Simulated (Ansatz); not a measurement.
Consider HfSi₃O₂.

Input file:

```
crystal:
  lattice:
    - [2.6549999986, -2.607000861, 0.0010709781]
    - [2.6549999986, 2.607000861, 0.0010709781]
    - [-1.3286011004, 0.0, 12.357083547]
  atoms:
    - { symbol: Hf, position: [0.796092943, 0.796092943, 0.6840608903] }
    - { symbol: Hf, position: [0.203907057, 0.203907057, 0.3159391097] }
    - { symbol: Si, position: [0.2504975946, 0.7495024054, 0.5] }
    - { symbol: Si, position: [0.7495024054, 0.2504975946, 0.5] }
    - { symbol: Si, position: [0.8516494381, 0.3503675792, 0.9038882027] }
    - { symbol: Si, position: [0.3503675792, 0.8516494381, 0.9038882027] }
    - { symbol: Si, position: [0.1483505619, 0.6496324208, 0.0961117973] }
    - { symbol: Si, position: [0.6496324208, 0.1483505619, 0.0961117973] }
    - { symbol: O, position: [0.8154157797, 0.3153265343, 0.7612274593] }
    - { symbol: O, position: [0.3153265343, 0.8154157797, 0.7612274593] }
    - { symbol: O, position: [0.1845842203, 0.6846734657, 0.2387725407] }
    - { symbol: O, position: [0.6846734657, 0.1845842203, 0.2387725407] }
basis:
  ecutwfc: 420
kpoints:
  mp_grid: { grid: [8, 8, 4] }
hamiltonian:
  xc: pbe
scf:
  occupations: { method: gaussian, width: 0.1 }
output:
  forces: true
  stress: true
  eigenvalues: true
  write_density: true
  write_potential: true
  elf: true
  volumetric_format: npy
relax:
  adjacent_minimum: "off"
  f_tol: 0.001
  max_steps: 60
  cell: { stress_tol: 0.01 }
```

Launched as:

```sh
ansatz run input.yaml --threads 3 --pin off --max-ram 7680MiB --backend cpu --events-out ev --progress --plain --runs-dir out
```

Below, planes, directions and counts refer to the conventional cell (a = 5.31 Å, b = 5.21 Å, c = 12.43 Å, α = 90.00°, β = 96.12°, γ = 90.00°).

The fields are those of the relaxed geometry.

Space group C2/m; a generated structure, not necessarily the stable one.

Computed with Ansatz, DFT PBE, scalar-relativistic, plane waves, PAW.

**What can the converged valence pseudo-density and electron localisation function tell about the bonding?**

Si–O (1.76 Å): the density is about 0.91 e/Å³ at the midpoint; the ELF peaks at about 0.85 between the atoms.

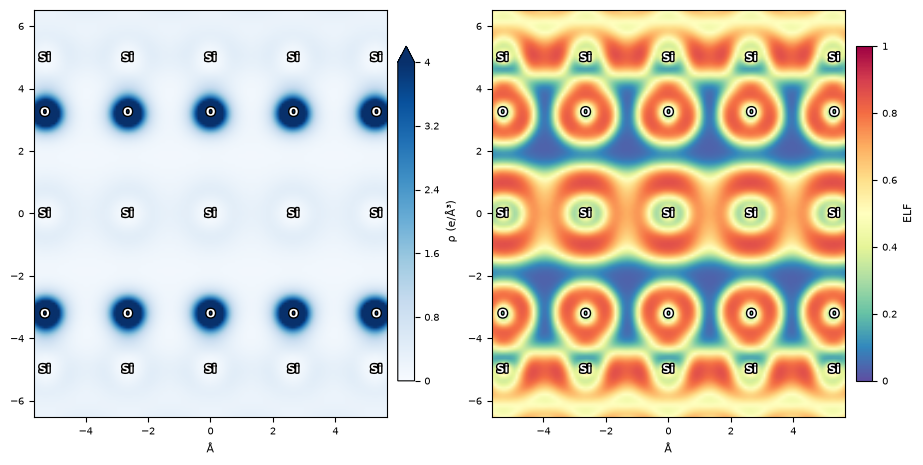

Computed valence pseudo-density and electron localisation function on the (010) plane of the conventional cell, in this order. 

Core electrons are frozen (PAW), and the valence fields are smoothed inside the atomic spheres.
